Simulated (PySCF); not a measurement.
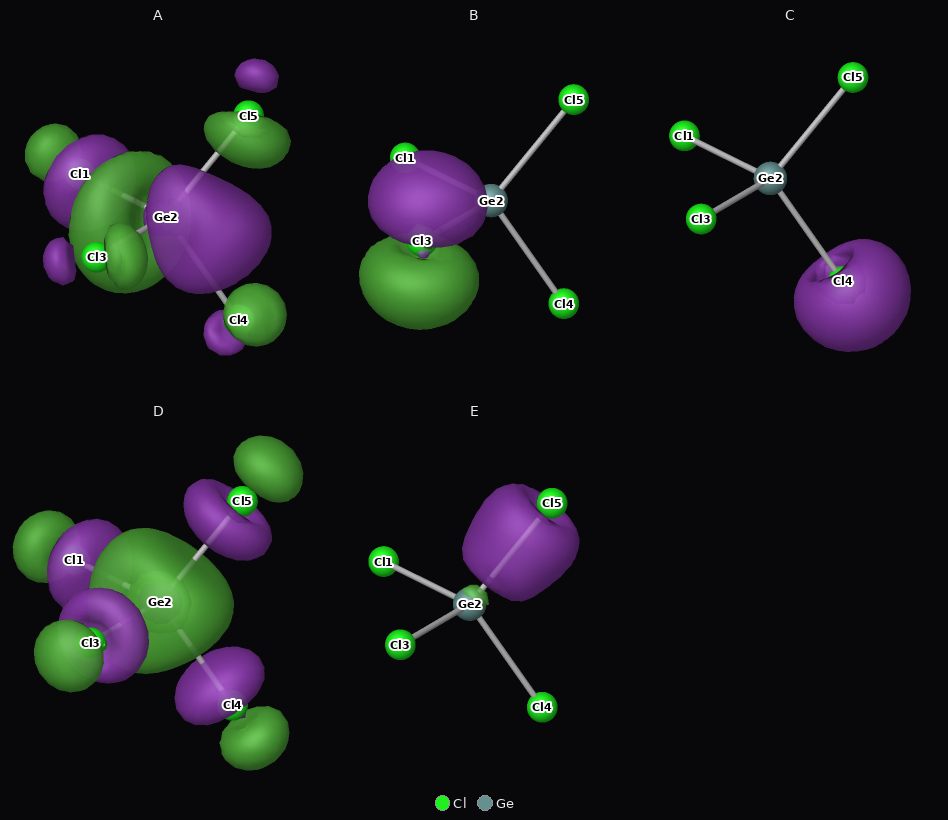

*Cl4Ge, SMILES `Cl[Ge](Cl)(Cl)Cl`. Intrinsic bond orbitals (IBO), occupied and valence-virtual; each surface holds about 70 % of the orbital's density. Energies are diagonal elements of the Fock matrix.*

Computed with PySCF, B3LYP/def2-TZVP, geometry: GFN2-xTB. No frequency check shows the geometry to be a minimum. GFN2-xTB bond lengths at metals and heavier atoms can be off by up to 0.1 Å and shapes distorted, which carries into these values.

Geometry (Å), atoms numbered from 1:

```
Cl1      1.2283    0.6746    1.6004
Ge2     -0.0002    0.0003    0.0003
Cl3      1.2287   -0.6743   -1.6006
Cl4     -1.2280   -1.6012    0.6741
Cl5     -1.2286    1.6004   -0.6746
```

Question: Identify each orbital.

Answer: By panel:
- A: σ* orbital Ge2–Cl1, mostly on Ge2 (Ge2 68 %, Cl1 17 %, Cl5 8 %; 1.5 eV)
- B: lone pair on Cl3 (p-type) (Cl3 96 %; −9.9 eV)
- C: lone pair on Cl4 (s-type) (Cl4 99 %; −19.3 eV)
- D: antibonding multicentre orbital mainly over Ge2, Cl5, Cl3 and Cl4 and further atoms (Ge2 46 %, Cl5 14 %, Cl3 13 %; −2.3 eV)
- E: σ bond Cl5–Ge2 (Cl5 68 %, Ge2 31 %; −16.6 eV)

Question: How do all the valence pairs divide up?

Answer: 21 pairs: 12 lone pairs, 5 d pairs and 4 σ bonds.

The PySCF run took 15 s on 1 thread of Intel(R) Xeon(R) Platinum 8488C (Sapphire Rapids) (shared host), peak memory 0.77 GiB.
